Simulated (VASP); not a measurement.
**TiO2 (Anatase): cell size against the level of theory**

Aim: relax TiO2 (Anatase) at several levels and hold each cell against experiment. The levels: PBE, LDA, r2SCAN and PBE + D3(BJ). The start is a cell from a database of measured crystal structures.

Method: PBE; plane waves and PAW (Ti_sv, O), in the first sound run; inputs show where later runs differ, in VASP 6.6.1.

**What experiment says.**

“Preparation of hydrogen, fluorine and chlorine doped and co-doped titanium dioxide photocatalysts: a theoretical and experimental approach” (2021, pmc:7952686) quotes from earlier work for TiO2, anatase (single crystal, quoted from earlier work): lattice constant a (a = b, tetragonal cell) 3.782 Å [literature value quoted in the paper's theory part]; lattice constant c (c, tetragonal cell) 9.502 Å [literature value quoted in the paper's theory part].

This is a report of a sequence of runs, with most program output left out.

## (1) The starting structure

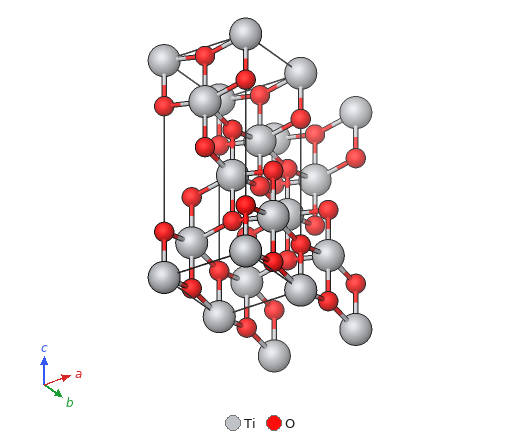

The starting structure, seen from a free direction (titanium light grey, oxygen red). 1×2×1 cells are drawn. This picture shows the conventional cell, with its axes. Some periodic images of atoms are drawn too.

## (2) Relaxation with PBE

The start need not lie at this functional's minimum. ISIF = 3 frees volume, shape and positions, and EDIFFG sets the threshold on forces and stress at which the search stops. PBE, the usual starting point, adds the gradient of the density.

INCAR reads:

```
SYSTEM = TiO2
PREC = Accurate
ENCUT = 560
EDIFF = 1E-06
NELM = 100
ISMEAR = -1
SIGMA = 0.05
LREAL = .FALSE.
ALGO = Normal
GGA = PE
NBANDS = 30
LASPH = .TRUE.
LORBIT = 11
LWAVE = .FALSE.
LCHARG = .FALSE.
KPAR = 2
IBRION = 2
NSW = 60
ISIF = 3
EDIFFG = -0.01
```

POSCAR reads:

```
TiO2
1.0
    0.0000000000     -3.7850000000      0.0000000000
   -3.7850000000      0.0000000000      0.0000000000
    1.8925000000     -1.8925000000     -4.7598000000
Ti O
2 4
Direct
    0.0000000000      0.0000000000      0.0000000000
    0.7500000000      0.7500000000      0.5000000000
    0.2101700000      0.7898300000      0.5796600000
    0.9601700000      0.5398300000      0.0796600000
    0.5398300000      0.9601700000      0.9203400000
    0.7898300000      0.2101700000      0.4203400000
```

KPOINTS reads:

```
Automatic mesh
0
Gamma
6 6 6
0 0 0
```

PAW data sets: Ti_sv and O (PBE family, release 64).

The run is started by

```sh
mpirun -np 2 vasp_std
```

Elapsed: 96 s, on 2 MPI ranks of Intel Xeon 6975P-C (Granite Rapids), shared host; peak memory 0.43 GiB.

This run has no spin polarisation, although Ti can carry a moment. The gap is read on the k-mesh alone, so it is an upper bound where the band edges lie off the mesh. The run keeps the 16 symmetry operations of its start, so it cannot find a distortion of lower symmetry.

The steps of the relaxation:

| step | energy less that of the first step (eV) | largest force (eV/Å) | pressure (GPa) | volume (Å³) |
| --- | --- | --- | --- | --- |
| 1 | 0.0000 | 0.1824 | 4.55 | 68.19 |
| 2 | -0.0051 | 0.2205 | -4.48 | 71.43 |
| 3 | -0.0261 | 0.1978 | -0.43 | 69.87 |
| 4 | -0.0302 | 0.0393 | 0.12 | 69.85 |
| 5 | -0.0303 | 0.0262 | 0.16 | 69.85 |
| 6 | -0.0326 | 0.0214 | 0.08 | 69.95 |
| 7 | -0.0362 | 0.0013 | -0.24 | 70.25 |
| 8 | -0.0364 | 0.0087 | -0.30 | 70.34 |
| 9 | -0.0361 | 0.0085 | 0.65 | 69.99 |
| 10 | -0.0366 | 0.0085 | 0.04 | 70.21 |

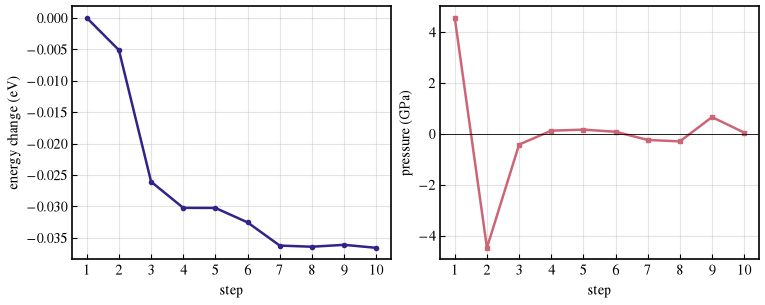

Energy and pressure along the relaxation.

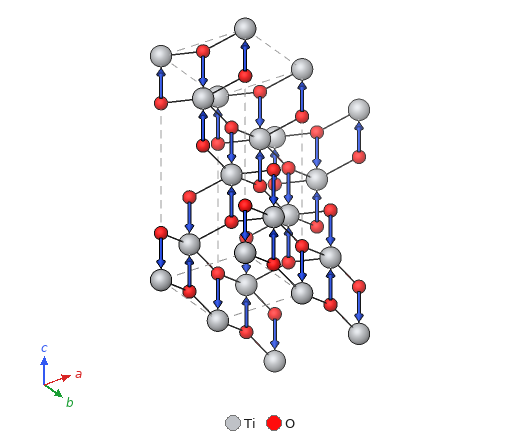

Displacements in the relaxation, exaggerated, measured against the changing cell; the longest in the cell stands for 0.04 Å. 1×2×1 conventional cells are drawn. Some periodic images of atoms are drawn too.

| conventional cell, symmetrised | before | after | change |
| --- | --- | --- | --- |
| a (Å) | 3.785 | 3.803 | +0.5 % |
| b (Å) | 3.785 | 3.803 | +0.5 % |
| c (Å) | 9.520 | 9.711 | +2.0 % |
| volume (Å³/atom) | 11.36 | 11.70 | +3.0 % |

The atoms that moved most (Å, as changes of fractional coordinates times the final cell):

| atom | dx | dy | dz | length |
| --- | --- | --- | --- | --- |
| O4 | 0.000 | 0.000 | -0.037 | 0.037 |
| O5 | 0.000 | 0.000 | 0.037 | 0.037 |
| O6 | 0.000 | 0.000 | 0.037 | 0.037 |
| O3 | 0.000 | 0.000 | -0.037 | 0.037 |

Final coordinates:

```xyz
6
Lattice="0.0000 -3.8026 0.0000 -3.8026 0.0000 0.0000 1.9013 -1.9013 -4.8553" Properties=species:S:1:pos:R:3 pbc="T T T"
Ti    0.0000    0.0000    0.0000
Ti   -1.9013   -3.8026   -2.4276
O    -1.9013   -1.9013   -2.8510
O    -1.9013   -3.8026   -0.4233
O    -1.9013   -3.8026   -4.4319
O     0.0000   -3.8026   -2.0043
```

Numbers from this step:

```yaml
electrons: 48
bands: 30
irreducible_k_points: 30
symmetry_operations: 16
free_energy_toten: -53.8650 eV
fermi_energy: 4.200 eV
pressure: 0.04329 GPa
metallic: no
valence_top_at_k: 0.5, 0.5, 0
conduction_bottom_at_k: 0, 0, 0
least_direct_gap_at_k: 0, 0, 0.3333
scf_cycles_over_all_ionic_steps: 85
gap_on_the_k_mesh: 2.152 eV
least_direct_gap_on_the_k_mesh: 2.409 eV
```

It ends with a largest force of 0.008 eV/Å and a pressure of 0.04 GPa. The volume lies +3.0 % from that of the database's start. The conventional cell has a = 3.803 and c = 9.711 Å.

## (3) Relaxation with LDA

This step: LDA; plane waves and PAW (Ti_sv, O) (VASP 6.6.1).

LDA, the lowest rung, knows the local density alone.

Changes to INCAR since step 2:

```diff
@@ -9,3 +9,3 @@
 ALGO = Normal
-GGA = PE
+GGA = CA
 NBANDS = 30
```

POSCAR is that of step 2.

KPOINTS is that of step 2.

The run is started by

```sh
mpirun -np 2 vasp_std
```

Run time: 93 s. Hardware: 2 MPI ranks; peak memory 0.4 GiB.

The PAW data sets were made with PBE, though LDA sets exist; this is a small mismatch.

Step by step:

| step | energy less that of the first step (eV) | largest force (eV/Å) | pressure (GPa) | volume (Å³) |
| --- | --- | --- | --- | --- |
| 1 | 0.0000 | 0.3835 | -6.72 | 68.19 |
| 2 | 0.0519 | 0.4800 | 11.36 | 63.59 |
| 3 | -0.0500 | 0.0707 | 0.10 | 66.23 |
| 4 | -0.0500 | 0.0636 | 0.19 | 66.19 |
| 5 | -0.0505 | 0.0175 | 0.11 | 66.28 |
| 6 | -0.0505 | 0.0083 | 0.08 | 66.30 |
| 7 | -0.0509 | 0.0146 | -0.17 | 66.39 |
| 8 | -0.0511 | 0.0244 | -0.51 | 66.52 |
| 9 | -0.0512 | 0.0221 | -0.45 | 66.51 |
| 10 | -0.0515 | 0.0141 | -0.22 | 66.48 |
| 11 | -0.0513 | 0.0027 | 0.23 | 66.42 |
| 12 | -0.0516 | 0.0086 | -0.02 | 66.46 |

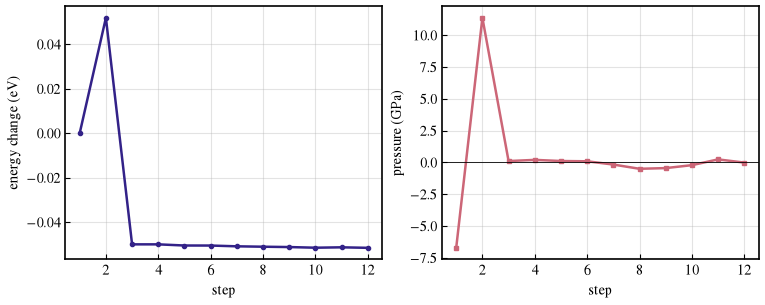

Energy and pressure along the relaxation.

| conventional cell, symmetrised | before | after | change |
| --- | --- | --- | --- |
| a (Å) | 3.785 | 3.746 | -1.0 % |
| b (Å) | 3.785 | 3.746 | -1.0 % |
| c (Å) | 9.520 | 9.470 | -0.5 % |
| volume (Å³/atom) | 11.36 | 11.08 | -2.5 % |

The atoms that moved most (Å, as changes of fractional coordinates times the final cell):

| atom | dx | dy | dz | length |
| --- | --- | --- | --- | --- |
| O4 | 0.000 | 0.000 | -0.020 | 0.020 |
| O5 | 0.000 | 0.000 | 0.020 | 0.020 |
| O6 | 0.000 | 0.000 | 0.020 | 0.020 |
| O3 | 0.000 | 0.000 | -0.020 | 0.020 |

Final coordinates:

```
Ti O
1.0
     0.00000   -3.74641    0.00000
    -3.74641    0.00000    0.00000
     1.87320   -1.87320   -4.73509
Ti O
2 4
Cartesian
  0.0000 0.0000 0.0000
  -1.8732 -3.7464 -2.3675
  -1.8732 -1.8732 -2.7646
  -1.8732 -3.7464 -0.3970
  -1.8732 -3.7464 -4.3381
  0.0000 -3.7464 -1.9705
```

Numbers from this step:

```
free energy (TOTEN)             : -59.0023 eV
Fermi energy                    : 4.329 eV
pressure                        : -0.01712 GPa
SCF cycles over all ionic steps : 91
gap on the k-mesh               : 2.088 eV
least direct gap on the k-mesh  : 2.407 eV
```

It ends at 11.08 Å³/atom, -2.5 % from the start, with -0.02 GPa left. The conventional cell has a = 3.746 and c = 9.470 Å.

## (4) Relaxation with r2SCAN

This step: r2SCAN; plane waves and PAW (Ti_sv, O) (VASP 6.6.1).

r2SCAN adds the kinetic-energy density, costs more than a GGA and is run with LASPH.

Changes to INCAR since step 3:

```diff
@@ -9,5 +9,5 @@
 ALGO = Normal
-GGA = CA
+METAGGA = R2SCAN
+LASPH = .TRUE.
 NBANDS = 30
-LASPH = .TRUE.
 LORBIT = 11
```

POSCAR is that of step 3.

KPOINTS is that of step 3.

The run is started by

```sh
mpirun -np 2 vasp_std
```

The job ended after 5.7 min (2 MPI ranks; peak memory 0.46 GiB; 11 min of CPU time).

The PAW data sets were made with PBE, which is usual practice but a small mismatch for other functionals.

Step by step:

| step | energy less that of the first step (eV) | largest force (eV/Å) | pressure (GPa) | volume (Å³) |
| --- | --- | --- | --- | --- |
| 1 | 0.0000 | 0.2806 | 0.38 | 68.19 |
| 2 | -0.0086 | 0.0310 | 0.32 | 68.45 |
| 3 | -0.0093 | 0.0411 | 0.29 | 68.39 |
| 4 | -0.0105 | 0.0488 | -0.26 | 68.61 |
| 5 | -0.0108 | 0.0539 | -0.67 | 68.76 |
| 6 | -0.0114 | 0.0435 | -0.52 | 68.74 |
| 7 | -0.0126 | 0.0140 | -0.09 | 68.68 |
| 8 | -0.0119 | 0.0469 | 0.78 | 68.56 |
| 9 | -0.0128 | 0.0060 | 0.22 | 68.64 |
| 10 | -0.0129 | 0.0011 | 0.07 | 68.70 |

| conventional cell, symmetrised | before | after | change |
| --- | --- | --- | --- |
| a (Å) | 3.785 | 3.786 | +0.0 % |
| b (Å) | 3.785 | 3.786 | +0.0 % |
| c (Å) | 9.520 | 9.585 | +0.7 % |
| volume (Å³/atom) | 11.36 | 11.45 | +0.8 % |

The atoms that moved most (Å, as changes of fractional coordinates times the final cell):

| atom | dx | dy | dz | length |
| --- | --- | --- | --- | --- |
| O5 | 0.000 | 0.000 | 0.026 | 0.026 |
| O4 | 0.000 | 0.000 | -0.026 | 0.026 |
| O3 | 0.000 | 0.000 | -0.026 | 0.026 |
| O6 | 0.000 | 0.000 | 0.026 | 0.026 |

The relaxed structure:

```cif
data_structure
_symmetry_space_group_name_H-M 'P 1'
_symmetry_Int_Tables_number 1
_cell_length_a 3.7861
_cell_length_b 3.7861
_cell_length_c 5.4898
_cell_angle_alpha 110.172
_cell_angle_beta 69.828
_cell_angle_gamma 90.000
_cell_volume 68.70
loop_
_atom_site_label
_atom_site_type_symbol
_atom_site_fract_x
_atom_site_fract_y
_atom_site_fract_z
_atom_site_occupancy
Ti1 Ti 0.00000 0.00000 0.00000 1
Ti2 Ti 0.75000 0.75000 0.50000 1
O3 O 0.20743 0.79257 0.58515 1
O4 O 0.95743 0.54257 0.08515 1
O5 O 0.54257 0.95743 0.91485 1
O6 O 0.79257 0.20743 0.41485 1
```

It ends at 11.45 Å³/atom, +0.8 % from the start, with 0.07 GPa left. The conventional cell has a = 3.786 and c = 9.585 Å.

## (5) Relaxation with PBE + D3(BJ)

This step: PBE with D3(BJ); plane waves and PAW (Ti_sv, O) (VASP 6.6.1).

A dispersion term adds the long-range attraction that semilocal functionals lack. D3 with Becke-Johnson damping keeps a finite attraction at short range.

Changes to INCAR since step 4:

```diff
@@ -9,5 +9,6 @@
 ALGO = Normal
-METAGGA = R2SCAN
+GGA = PE
+IVDW = 12
+NBANDS = 30
 LASPH = .TRUE.
-NBANDS = 30
 LORBIT = 11
```

POSCAR is that of step 4.

KPOINTS is that of step 4.

The run is started by

```sh
mpirun -np 2 vasp_std
```

Wall time 99 s (2 MPI ranks); peak memory 0.46 GiB; 3.3 min of CPU time.

Step by step:

| step | energy less that of the first step (eV) | largest force (eV/Å) | pressure (GPa) | volume (Å³) |
| --- | --- | --- | --- | --- |
| 1 | 0.0000 | 0.1758 | 1.10 | 68.19 |
| 2 | -0.0050 | 0.0239 | -0.87 | 68.96 |
| 3 | -0.0057 | 0.0648 | -0.36 | 68.75 |
| 4 | -0.0062 | 0.0038 | 0.39 | 68.58 |
| 5 | -0.0062 | 0.0126 | 0.26 | 68.62 |
| 6 | -0.0068 | 0.0032 | 0.20 | 68.67 |
| 7 | -0.0076 | 0.0239 | 0.12 | 68.83 |
| 8 | -0.0074 | 0.0359 | -0.36 | 68.94 |
| 9 | -0.0077 | 0.0007 | -0.11 | 68.87 |
| 10 | -0.0076 | 0.0088 | 0.11 | 68.80 |
| 11 | -0.0077 | 0.0041 | 0.03 | 68.84 |

| conventional cell, symmetrised | before | after | change |
| --- | --- | --- | --- |
| a (Å) | 3.785 | 3.791 | +0.2 % |
| b (Å) | 3.785 | 3.791 | +0.2 % |
| c (Å) | 9.520 | 9.577 | +0.6 % |
| volume (Å³/atom) | 11.36 | 11.47 | +1.0 % |

The atoms that moved most (Å, as changes of fractional coordinates times the final cell):

| atom | dx | dy | dz | length |
| --- | --- | --- | --- | --- |
| O5 | 0.000 | 0.000 | 0.019 | 0.019 |
| O4 | 0.000 | 0.000 | -0.019 | 0.019 |
| O3 | 0.000 | 0.000 | -0.019 | 0.019 |
| O6 | 0.000 | 0.000 | 0.019 | 0.019 |

Final coordinates:

```xyz
6
Lattice="0.0000 -3.7915 0.0000 -3.7915 0.0000 0.0000 1.8957 -1.8957 -4.7887" Properties=species:S:1:pos:R:3 pbc="T T T"
Ti    0.0000    0.0000    0.0000
Ti   -1.8957   -3.7915   -2.3944
O    -1.8957   -1.8957   -2.7948
O    -1.8957   -3.7915   -0.4004
O    -1.8957   -3.7915   -4.3883
O     0.0000   -3.7915   -1.9939
```

It ends at 11.47 Å³/atom, +1.0 % from the start, with 0.03 GPa left. The conventional cell has a = 3.791 and c = 9.577 Å. Against plain PBE, the dispersion term moves a by -0.3 % and c by -1.4 %.

## (6) The cells as a table

This step: relaxed cells at several levels; plane waves and PAW (VASP 6.6.1).

Derived from the runs above.

Lengths are those of the conventional cell; cost is the wall time of each run, as given at its step, times its ranks, without the set-up around it. Results by level, by row:

| level | volume (Å³/atom) | change from the start (%) | a (Å) | c (Å) | cost (core minutes) |
| --- | --- | --- | --- | --- | --- |
| PBE | 11.7 | 3 | 3.803 | 9.711 | 3.2 |
| LDA | 11.08 | -2.5 | 3.746 | 9.47 | 3.1 |
| r2SCAN | 11.45 | 0.8 | 3.786 | 9.585 | 11.4 |
| PBE + D3(BJ) | 11.47 | 1 | 3.791 | 9.577 | 3.3 |

## (7) Summary of results

```yaml
volume_pbe: 11.70 Å³/atom
volume_lda: 11.08 Å³/atom
volume_r2scan: 11.45 Å³/atom
volume_pbe_d3_bj: 11.47 Å³/atom
```

In words: For TiO2 (Anatase) the levels give volumes between 11.08 Å³/atom (LDA) and 11.70 Å³/atom (PBE), a spread of 5.6 %, while the cost of the finished runs spans a factor of 3.7. Within 1 % of experiment on every length: LDA, r2SCAN and PBE + D3(BJ). The nearest, PBE + D3(BJ), is among the cheap ones. Thermal and zero-point expansion, often some tenths of a per cent in length, bear on this order: with the measured lengths lowered by an assumed 0.4 % the nearest becomes LDA. The costs hold the number of ionic steps as well as the price of the functional. Adding D3(BJ) to PBE changes the volume by -1.9 % (a by -0.3 % and c by -1.4 %). Within 0.02 Å all end in space group I4_1/amd; the runs can't lower the symmetry of the start. Magnetism was not tested. Each is a single relaxation on the plane waves of the start cell, so larger changes of volume carry a basis-set error that was not tested here.

Comparison with the measured values:

```
              quantity  measured             PBE             LDA          r2SCAN    PBE + D3(BJ)
lattice constant a (Å)     3.782  3.803 (+0.5 %)  3.746 (-0.9 %)  3.786 (+0.1 %)  3.791 (+0.3 %)
lattice constant c (Å)     9.502  9.711 (+2.2 %)  9.470 (-0.3 %)  9.585 (+0.9 %)  9.577 (+0.8 %)
```

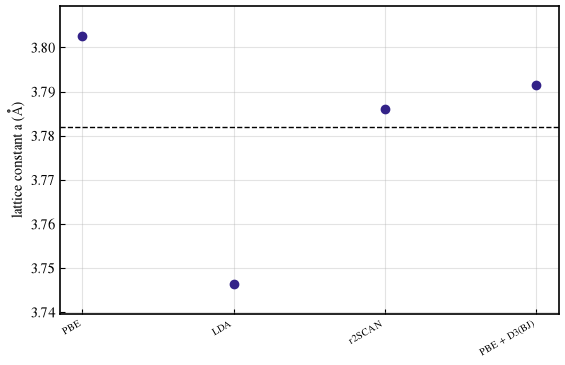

The lattice constant a by level; the dashed line is the measured value.

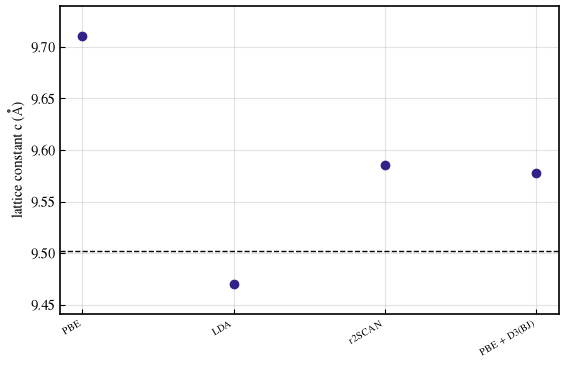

The lattice constant c by level; the dashed line is the measured value.

Measured values from pmc:7952686 (2021).

How well it matches: For the lattice constant a, of the levels listed nearest comes r2SCAN (+0.1 %, good agreement) and farthest LDA (-0.9 %, fair agreement). For the lattice constant c, of the levels listed nearest comes LDA (-0.3 %, good agreement) and farthest PBE (+2.2 %, a clear miss). The grades are ours: good and fair within 0.7 and 1.5 % for the lattice constant a and 0.8 and 2 % for the lattice constant c. Zero-point motion and thermal expansion are not in the computed lattice constants.

[Lines on the potential files, build, host, timing and source positions are cut from VASP's logs without a mark.]

[Logs are printed without paths, hosts, clocks, repeated set-up lines and the standing remarks that a program may print on its own settings, such as how far it seeks lower states.]

[Hosts, paths, dates, database ids (printed as entryN), source tags and the programs' standing remarks are cut or masked in the printed files.]

[A measured line is paired with the nearest computed mode of its activity, which favours agreement.]
